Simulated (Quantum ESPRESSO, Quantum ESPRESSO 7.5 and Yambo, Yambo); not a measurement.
## Converging GW for InP (F-43m) in Yambo

What does each rung of G0W0 on InP (F-43m) cost, and what does it buy?

Program: Quantum ESPRESSO 7.5 and Yambo 5.3.0. Level of theory: PBE and many-body steps on it, plane waves. Results are calculated unless marked as measured.

The database entry behind the starting cell differs from later determinations by our own check (0.1 to 0.3 % short, probably kX units), so it need not match the best structure at ambient conditions.

### 1. The starting structure

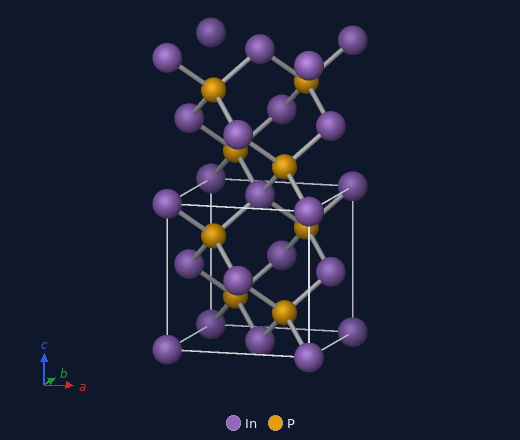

Start, viewed slightly off an axis; indium purple, phosphorus orange. 1×1×2 cells are drawn. This picture shows the conventional cell, with its axes. Bonds to atoms that aren't drawn are left out. Some periodic images of atoms are drawn too.

The cell and positions come from the Crystallography Open Database and are kept as given unless a step says otherwise.

### 2. Empty states on the mesh, 4×4×4 mesh, 332 bands

This step: Quantum ESPRESSO 7.5; DFT, PBE, plane waves, norm-conserving pseudopotentials.

The sums over transitions need many empty states on a uniform mesh; this step solves for them.

pw.in

```
&control
  calculation = 'nscf'
  prefix = 'x'
  outdir = 'o'
  pseudo_dir = 'pseudo'
/
&system
  ibrav = 0
  nat = 2
  ntyp = 2
  ecutwfc = 62.0
  nbnd = 332
  force_symmorphic = .true.
/
&electrons
  conv_thr = 1e-9
  electron_maxstep = 80
  diago_full_acc = .true.
  diago_thr_init = 5e-6
/
ATOMIC_SPECIES
  In 114.82 In.upf
  P 30.974 P.upf
CELL_PARAMETERS angstrom
  -0.0000000000 2.9305000000 2.9305000000
  2.9305000000 -0.0000000000 2.9305000000
  2.9305000000 2.9305000000 -0.0000000000
ATOMIC_POSITIONS crystal
  In 0.0000000000 0.0000000000 0.0000000000
  P 0.2500000000 0.2500000000 0.2500000000
K_POINTS automatic
  4 4 4 0 0 0
```

Command:

```sh
$ OMP_NUM_THREADS=1 mpirun -n 4 pw.x -nk 4 -in pw.in > pw.out
```

Log:

```text
Program PWSCF v.7.5 starts

     This program is part of the open-source Quantum ESPRESSO suite
     for quantum simulation of materials; please cite
         "P. Giannozzi et al., J. Phys.:Condens. Matter 21 395502 (2009);
         "P. Giannozzi et al., J. Phys.:Condens. Matter 29 465901 (2017);
         "P. Giannozzi et al., J. Chem. Phys. 152 154105 (2020);
     in publications or presentations arising from this work. More details at

     Atomic positions and unit cell read from directory:
     o/x.save/

     Message from routine setup:
[...]
65.9107  66.1330  66.1330  67.2685  68.0625  68.0625  70.5456  70.5456
     [... 30 further rows ...]
   191.5040 191.6628 191.6628 192.0017 192.0063 192.3154 192.3252 192.3252
   192.9527 192.9527 194.0288 194.1056

          k = 0.3536 0.0000 0.0000 (  2826 PWs)   bands (ev):

     [... further k-points ...]

     highest occupied, lowest unoccupied level (ev):     7.1482    7.8576

     XML data file, pseudopotentials, collected wavefunctions

=------------------------------------------------------------------------------=
   JOB DONE.
=------------------------------------------------------------------------------=
```

Wall time 29 s (4 MPI ranks of Arm Neoverse V1, shared host); peak memory 0.55 GiB.

This step gave:

```yaml
gap: 0.7094 eV
k_of_the_valence_top: 0, 0, 0
k_of_the_conduction_bottom: 0, 0, 0
least_direct_gap: 0.7094 eV
k_points_computed: 8
lowest_point_of_the_top_converged_band_above_the_valence_top: 186.6966 eV
```

On this mesh the gap is 0.709 eV.

The density comes from a self-consistent run that is not shown.

### 3. Conversion and set-up

This step: Yambo 5.3.0; conversion and set-up on PBE, plane waves, norm-conserving pseudopotentials.

The states are converted to the many-body program's format and the q mesh is built.

Command:

```sh
$ (cd o/x.save; p2y > p2y.log; mv SAVE ../..); yambo > setup.log
```

Log:

```text
 Yambo, version 5.3.0

 [02] CORE Variables Setup
 =========================

  [02.01] Unit cells
  ==================

  Cell kind             :  FCC
  Atoms in the cell     :  In  P
  number of In atoms    :  1
  number of P  atoms    :  1

  List of atomic masses
  Mass of In    :  114.8200
  Mass of P     :  30.97400

  List of atomic coordinates    : [cc]
  In1       :  0.000000  0.000000  0.000000  order 1
  P1       :  2.768921  2.768921  2.768921  order 2

  Alat factors          :  5.537842  5.537842  5.537842 [a.u.]
  Direct lattice volume :  339.6658 [a.u.]
[...]
==========================================

 IBZ Q-points                                      :   8
 BZ  Q-points                                      :   64

 K/Q-points units:
 rlu = crystal or reduced units; cc = cartesian coordinates; iku = interal k-units

 Q [1]          [rlu]:  0.000000  0.000000  0.000000
 Q [2]          [rlu]:  0.54193E-16  0.26437E-16  0.25000
 Q [3]          [rlu]: -0.10839E-15 -0.52875E-16 -0.50000
[...]
Q [7]          [rlu]: -0.17475E-18 -0.50000     -0.50000
 Q [8]          [rlu]:  0.250000 -0.500000 -0.250000

  [03.01] X indexes
  =================

   [03.01.01] Sigma indexes
   ========================

 [06] Game Over & Game summary
```

The job ended after 2.5 s (1 MPI rank; peak memory 0.24 GiB).

### 4. 49 bands, 74.8 eV

Now the one-shot GW correction: screening in the RPA, then the self-energy of the levels asked for.

This step: G0W0 on PBE, plane waves, norm-conserving pseudopotentials.

gw1.in

```
HF_and_locXC
gw0
dyson
ppa
em1d
rim_cut
RandQpts= 1000000
RandGvec= 1 RL
EXXRLvcs= 62 Ry
VXCRLvcs= 248 Ry
Chimod= "HARTREE"
% BndsRnXp
 1 | 49 |
%
NGsBlkXp= 5.5 Ry
% LongDrXp
 1 | 1 | 1 |
%
% GbndRnge
 1 | 49 |
%
DysSolver= "n"
ExtendOut
PPAPntXp= 27.21138 eV
% QPkrange
 1 | 1 | 8 | 11 |
%
```

Command:

```sh
$ OMP_NUM_THREADS=1 mpirun -n 4 yambo -F gw1.in -J gw1 -C gw1 > gw1.log
```

Log:

```text
 Yambo, version 5.3.0

 [02] CORE Variables Setup
 =========================

  [... cell, symmetries and grids as in the set-up ...]

  [02.05] Energies & Occupations
  ==============================

  [X] === General ===
  [X] Electronic Temperature                        :  0.000000  0.000000 [eV K]
  [X] Bosonic    Temperature                        :  0.000000  0.000000 [eV K]
  [X] Finite Temperature mode                       : no
  [X] El. density                                   :  0.35762E+24 [cm-3]
  [X] Fermi Level                                   :  7.148157 [eV]

  [X] === Gaps and Widths ===
  [X] Conduction Band Min                           :  0.709393 [eV]
  [X] Valence Band Max                              :  0.000000 [eV]
  [X] Filled Bands                                  :   9
  [X] Empty Bands                                   :    10   332
  [X] Direct Gap                                    :  0.709393 [eV]
  [X] Direct Gap localized at k                     :  1
  [X] Indirect Gap                                  :  0.709393 [eV]
  [X] Indirect Gap between kpts                     :  1  1
  [X] Last valence band width                       :  2.910625 [eV]
  [X] 1st conduction band width                     :  3.585714 [eV]

 [03] Transferred momenta grid and indexing
 ==========================================

 IBZ Q-points                                      :   8
 BZ  Q-points                                      :   64

 K/Q-points units:
 rlu = crystal or reduced units; cc = cartesian coordinates; iku = interal k-units

 Q [1]          [rlu]:  0.000000  0.000000  0.000000
 Q [2]          [rlu]:  0.54193E-16  0.26437E-16  0.25000
 Q [3]          [rlu]: -0.10839E-15 -0.52875E-16 -0.50000
 Q [4]          [rlu]:  0.87374E-19  0.25000      0.25000
 Q [5]          [rlu]:  0.23853E-16  0.25000      0.50000
 Q [6]          [rlu]:  0.44978E-16  0.25000     -0.25000
 Q [7]          [rlu]: -0.17475E-18 -0.50000     -0.50000
 Q [8]          [rlu]:  0.250000 -0.500000 -0.250000

 [04] Coloumb potential Random Integration (RIM)
 ===============================================

  [04.01] RIM initialization
  ==========================

  * Diagonal components only detected *

  8 x (sBL volume)        :  0.091285 [a.u.]
  sBZ random points       :  1000000
  Points outside the sBZ  :   7999624
  RL volume               :  0.730277 [a.u.]
  Integrated volume       :  0.730312 [a.u.]

  [04.02] RIM integrals
  =====================

  Gamma point sphere radius             :  0.081674 [a.u.]
  Points outside the sphere             :   799635
  [Int_sBZ(q=0) 1/q^2]*(Vol_sBZ)^(-1/3) =:  7.763403
                                 should be <:  7.795600

  Summary of Coulomb integrals for non-metallic bands |Q|[au] RIM/Bare

  Q [1] 0.100000E-4 0.995870 * Q [2] 0.245646 1.064378
  Q [4] 0.283648 1.062979 * Q [6] 0.401138 1.025806
  Q [5] 0.470377 1.018843 * Q [3] 0.491292 1.016674
  Q [7] 0.567295 1.013309 * Q [8] 0.634256 1.010147

 [WARNING] [Xp] User bands 1-49 break level degeneracy

 [05] Dipoles
 ============

  [05.01] Setup: observables and procedures
  =========================================

 [06] Dynamic Dielectric Matrix (PPA)
 ====================================

 [WR./gw1//ndb.pp]---------------------------------------------------------------
  Brillouin Zone Q/K grids (IBZ/BZ)                :    8   64    8   64
  RL vectors                                       :   3479 [WF]
  Coulomb cutoff potential                         : none
  Electronic Temperature                           :  0.000000 [K]
  Bosonic    Temperature                           :  0.000000 [K]
  PPA    diel. fun.  energies                      : Perdew, Burke & Ernzerhof(X)+Perdew, Burke & Ernzerhof(C)
  wavefunctions                                    : Perdew, Burke & Ernzerhof(X)+Perdew, Burke & Ernzerhof(C)
  Global Gauge                                     : length
  X matrix size                                    :   89
  X band range                                     :    1   49
  X e/h energy range                               : -1.000000 -1.000000 [eV]
  X Time ordering                                  : R
  X Hxc Kernel                                     : HARTREE
  X Drude frequency                                :  0.000000  0.000000
  X poles                                          :  100.0000 [o/o]
  RL vectors in the sum                            :   3479
  [r,Vnl] included                                 : yes
  Field direction                                  :  0.577350E-5  0.577350E-5  0.577350E-5
  BZ energy Double Grid                            : no
  BZ energy DbGd points                            : 0
  BZ Q point size factor                           : -1.000000
  X Optical Averaged directions                    : none

 [07] Local Exchange-Correlation + Non-Local Fock
 ================================================

 [VXC] Plane waves :  22227
 [EXS] Plane waves :  2837

 QP @ state[ 1 ] K range:  1  1
 QP @ state[ 1 ] b range:   8  11

 [xc] Functional : Perdew, Burke & Ernzerhof(X)+Perdew, Burke & Ernzerhof(C)
 [xc] LIBXC used to calculate xc functional
  PP Number of Atomic Species                      :  2
  NLCC RL compoments                               :  22227
  PP Number of Atomic Species                      :  2
  NLCC RL compoments                               :  22227

 [xc] E_xc :  -9.123540 [Ha]
      E_xc :  -18.24708 [Ry]

  Local XC kind (lXC) : Perdew, Burke & Ernzerhof(X)+Perdew, Burke & Ernzerhof(C)
  Non-Local XC kind (nlXC) : Hartree-Fock

  Corrections @ K [1] :  [eV]
 <8|nlXC|8> = -14.09355 -0.68615E-17 <8|lXC|8> = -12.52831  0.000000
 <9|nlXC|9> = -14.09363 -0.78325E-17 <9|lXC|9> = -12.52831  0.000000
 <10|nlXC|10> = -7.566941  0.14123E-17 <10|lXC|10> = -11.29083  0.000000
 <11|nlXC|11> = -6.418432 -0.16616E-17 <11|lXC|11> = -10.21593  0.000000

 [08] Dyson equation: Newton solver
 ==================================

  [08.01] G0W0 (W PPA)
  ====================

  [  GW  ] Bands range     :    1   49
  [GW/PPA] G damping       :  0.100000 [eV]

  QP @ state[ 1 ] K range:  1  1
  QP @ state[ 1 ] b range:   8  11

   Sc/G bands                                       :    1   49
   Sc/G damping                                     :  0.100000 ev
   Sc bands terminator                              : no
   Sx RL components                                 :  2837

   QP @ state[ 1 ] K range                          :  1  1
   QP @ state[ 1 ] b range                          :   8  11
   GF energies kind                                 : Perdew, Burke & Ernzerhof(X)+Perdew, Burke & Ernzerhof(C)
   GF WF`s kind                                     : Perdew, Burke & Ernzerhof(X)+Perdew, Burke & Ernzerhof(C)
   Xs energies kind                                 : Perdew, Burke & Ernzerhof(X)+Perdew, Burke & Ernzerhof(C)
   Xs WF`s kind                                     : Perdew, Burke & Ernzerhof(X)+Perdew, Burke & Ernzerhof(C)

 [11] Game Over & Game summary
```

The job ended after 14 s (4 MPI ranks; peak memory 1.3 GiB).

Numbers from this step:

```yaml
g0w0_gap_on_the_points_computed: 1.040 eV
starting_gap_on_the_mesh: 0.7094 eV
k_of_the_valence_top: 0, 0, 0
k_of_the_conduction_bottom: 0, 0, 0
least_direct_g0w0_gap_on_the_computed_points: 1.040 eV
z_at_the_valence_top: 0.7839
z_at_the_conduction_bottom: 0.7958
```

The gap on the mesh goes from 0.71 eV to 1.04 eV, a correction of +0.33 eV.

### 5. 140 bands, 142.9 eV

gw2.in

```
HF_and_locXC
gw0
dyson
ppa
em1d
rim_cut
RandQpts= 1000000
RandGvec= 1 RL
EXXRLvcs= 62 Ry
VXCRLvcs= 248 Ry
Chimod= "HARTREE"
% BndsRnXp
 1 | 140 |
%
NGsBlkXp= 10.5 Ry
% LongDrXp
 1 | 1 | 1 |
%
% GbndRnge
 1 | 140 |
%
DysSolver= "n"
ExtendOut
PPAPntXp= 27.21138 eV
% QPkrange
 1 | 1 | 8 | 11 |
%
```

Command:

```sh
$ OMP_NUM_THREADS=1 mpirun -n 4 yambo -F gw2.in -J gw2 -C gw2 > gw2.log
```

Log:

```text
 Yambo, version 5.3.0

 [02] CORE Variables Setup
 =========================

  [... cell, symmetries and grids as in the set-up ...]

  [02.05] Energies & Occupations
  ==============================

  [X] === General ===
  [X] Electronic Temperature                        :  0.000000  0.000000 [eV K]
  [X] Bosonic    Temperature                        :  0.000000  0.000000 [eV K]
  [X] Finite Temperature mode                       : no
  [X] El. density                                   :  0.35762E+24 [cm-3]
  [X] Fermi Level                                   :  7.148157 [eV]

  [X] === Gaps and Widths ===
  [X] Conduction Band Min                           :  0.709393 [eV]
  [X] Valence Band Max                              :  0.000000 [eV]
  [X] Filled Bands                                  :   9
  [X] Empty Bands                                   :    10   332
  [X] Direct Gap                                    :  0.709393 [eV]
  [X] Direct Gap localized at k                     :  1
  [X] Indirect Gap                                  :  0.709393 [eV]
  [X] Indirect Gap between kpts                     :  1  1
  [X] Last valence band width                       :  2.910625 [eV]
  [X] 1st conduction band width                     :  3.585714 [eV]

 [03] Transferred momenta grid and indexing
 ==========================================

 IBZ Q-points                                      :   8
 BZ  Q-points                                      :   64

 K/Q-points units:
 rlu = crystal or reduced units; cc = cartesian coordinates; iku = interal k-units

 Q [1]          [rlu]:  0.000000  0.000000  0.000000
 Q [2]          [rlu]:  0.54193E-16  0.26437E-16  0.25000
 Q [3]          [rlu]: -0.10839E-15 -0.52875E-16 -0.50000
[...]
================================================

 [VXC] Plane waves :  22227
 [EXS] Plane waves :  2837

 QP @ state[ 1 ] K range:  1  1
 QP @ state[ 1 ] b range:   8  11

 [xc] Functional : Perdew, Burke & Ernzerhof(X)+Perdew, Burke & Ernzerhof(C)
 [xc] LIBXC used to calculate xc functional
  PP Number of Atomic Species                      :  2
  NLCC RL compoments                               :  22227
  PP Number of Atomic Species                      :  2
  NLCC RL compoments                               :  22227

 [xc] E_xc :  -9.123540 [Ha]
      E_xc :  -18.24708 [Ry]

  Local XC kind (lXC) : Perdew, Burke & Ernzerhof(X)+Perdew, Burke & Ernzerhof(C)
  Non-Local XC kind (nlXC) : Hartree-Fock

  Corrections @ K [1] :  [eV]
 <8|nlXC|8> = -14.09355 -0.68615E-17 <8|lXC|8> = -12.52831  0.000000
 <9|nlXC|9> = -14.09363 -0.78325E-17 <9|lXC|9> = -12.52831  0.000000
 <10|nlXC|10> = -7.566941  0.14123E-17 <10|lXC|10> = -11.29083  0.000000
 <11|nlXC|11> = -6.418432 -0.16616E-17 <11|lXC|11> = -10.21593  0.000000

 [08] Dyson equation: Newton solver
 ==================================

  [08.01] G0W0 (W PPA)
  ====================

  [  GW  ] Bands range     :    1  140
  [GW/PPA] G damping       :  0.100000 [eV]

  QP @ state[ 1 ] K range:  1  1
  QP @ state[ 1 ] b range:   8  11

   Sc/G bands                                       :    1  140
   Sc/G damping                                     :  0.100000 ev
   Sc bands terminator                              : no
   Sx RL components                                 :  2837

   QP @ state[ 1 ] K range                          :  1  1
   QP @ state[ 1 ] b range                          :   8  11
   GF energies kind                                 : Perdew, Burke & Ernzerhof(X)+Perdew, Burke & Ernzerhof(C)
   GF WF`s kind                                     : Perdew, Burke & Ernzerhof(X)+Perdew, Burke & Ernzerhof(C)
   Xs energies kind                                 : Perdew, Burke & Ernzerhof(X)+Perdew, Burke & Ernzerhof(C)
   Xs WF`s kind                                     : Perdew, Burke & Ernzerhof(X)+Perdew, Burke & Ernzerhof(C)

 [11] Game Over & Game summary
```

Run time: 52 s. Hardware: 4 MPI ranks; peak memory 1.4 GiB.

Numbers from this step:

```yaml
g0w0_gap_on_the_points_computed: 1.053 eV
starting_gap_on_the_mesh: 0.7094 eV
k_of_the_valence_top: 0, 0, 0
k_of_the_conduction_bottom: 0, 0, 0
least_direct_g0w0_gap_on_the_computed_points: 1.053 eV
z_at_the_valence_top: 0.7821
z_at_the_conduction_bottom: 0.7939
```

Against G0W0 in Yambo (4×4×4 mesh, 49 bands, screening to 74.8 eV, Godby-Needs plasmon pole), the gap moves by +0.014 eV.

### 6. 332 bands, 217.7 eV

gw3.in

```
HF_and_locXC
gw0
dyson
ppa
em1d
rim_cut
RandQpts= 1000000
RandGvec= 1 RL
EXXRLvcs= 62 Ry
VXCRLvcs= 248 Ry
Chimod= "HARTREE"
% BndsRnXp
 1 | 332 |
%
NGsBlkXp= 16 Ry
% LongDrXp
 1 | 1 | 1 |
%
% GbndRnge
 1 | 332 |
%
DysSolver= "n"
ExtendOut
PPAPntXp= 27.21138 eV
% QPkrange
 1 | 1 | 8 | 11 |
%
```

Command:

```sh
$ OMP_NUM_THREADS=1 mpirun -n 4 yambo -F gw3.in -J gw3 -C gw3 > gw3.log
```

Log:

```text
 Yambo, version 5.3.0

 [02] CORE Variables Setup
 =========================

  [... cell, symmetries and grids as in the set-up ...]

  [02.05] Energies & Occupations
  ==============================

  [X] === General ===
  [X] Electronic Temperature                        :  0.000000  0.000000 [eV K]
  [X] Bosonic    Temperature                        :  0.000000  0.000000 [eV K]
  [X] Finite Temperature mode                       : no
  [X] El. density                                   :  0.35762E+24 [cm-3]
[...]
Sx RL components                                 :  2837

   QP @ state[ 1 ] K range                          :  1  1
   QP @ state[ 1 ] b range                          :   8  11
   GF energies kind                                 : Perdew, Burke & Ernzerhof(X)+Perdew, Burke & Ernzerhof(C)
   GF WF`s kind                                     : Perdew, Burke & Ernzerhof(X)+Perdew, Burke & Ernzerhof(C)
   Xs energies kind                                 : Perdew, Burke & Ernzerhof(X)+Perdew, Burke & Ernzerhof(C)
   Xs WF`s kind                                     : Perdew, Burke & Ernzerhof(X)+Perdew, Burke & Ernzerhof(C)

 [11] Game Over & Game summary
```

Run time: 5.2 min. Hardware: 4 MPI ranks; peak memory 1.9 GiB; 21 min of CPU time.

This step gave:

```
G0W0 gap on the points computed              : 1.079 eV
starting gap on the mesh                     : 0.7094 eV
k of the valence top                         : 0, 0, 0
k of the conduction bottom                   : 0, 0, 0
least direct G0W0 gap on the computed points : 1.079 eV
```

Against G0W0 in Yambo (4×4×4 mesh, 140 bands, screening to 142.9 eV, Godby-Needs plasmon pole), the gap moves by +0.026 eV.

### 7. The runs together

Times are wall times on 4 MPI ranks of Arm Neoverse V1, shared host, good to a factor of about two.

```
                run   mesh  bands  screening cutoff (eV)  DFT gap (eV)  gap on the mesh (eV)  direct (eV)     time
  49 bands, 74.8 eV  4×4×4     49                   74.8         0.709                 1.040        1.040     14 s
140 bands, 142.9 eV  4×4×4    140                  142.9         0.709                 1.053        1.053     52 s
332 bands, 217.7 eV  4×4×4    332                  217.7         0.709                 1.079        1.079  5.2 min
```

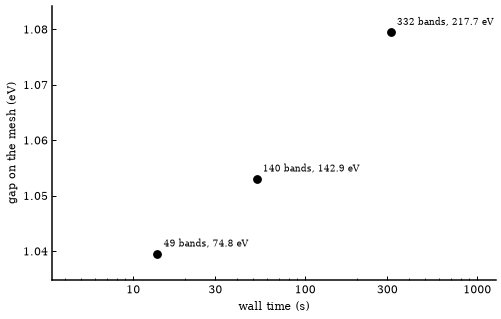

Result against wall time.

### 8. Summary of results

```json
{
  "49 bands, 74.8 eV": "1.040 eV",
  "140 bands, 142.9 eV": "1.053 eV",
  "332 bands, 217.7 eV": "1.079 eV",
  "known limits": "not at the basis limit; exchange with frozen shells missing; no spin-orbit coupling; coarse k mesh"
}
```

**Reading.** From the first rung to the last the gap moves by +0.04 eV for 23 times the time. The steps are not yet shrinking, so no limit is drawn. In the G0W0 runs levels were corrected at 1 k point alone, so a gap called «on the mesh» is the least over those, and an edge elsewhere would be missed. The 4×4×4 mesh is coarse for this cell, which bears on the long-range parts of exchange and screening. The norm-conserving file of at least one element keeps a d shell over frozen s and p shells of the same row. Exchange with those shells is missing from the self-energy, an error of 0.3 to 0.9 eV in cases checked, whose sign depends on which edge lies on those atoms. The many-body steps are scalar-relativistic: spin-orbit coupling is not in them.

[Paths, hosts, dates, memory and timing lines, banners, echoed tables and standing remarks are left out of the program output.]

[Logs are printed without paths, hosts, clocks, repeated set-up lines and the standing remarks that a program may print on its own settings, such as how far it seeks lower states.]

[Runs of the session that timed out or met a known fault of the program may be left out.]

[Hosts, paths, dates, database ids (printed as entryN), source tags and the programs' standing remarks are cut or masked in the printed files.]
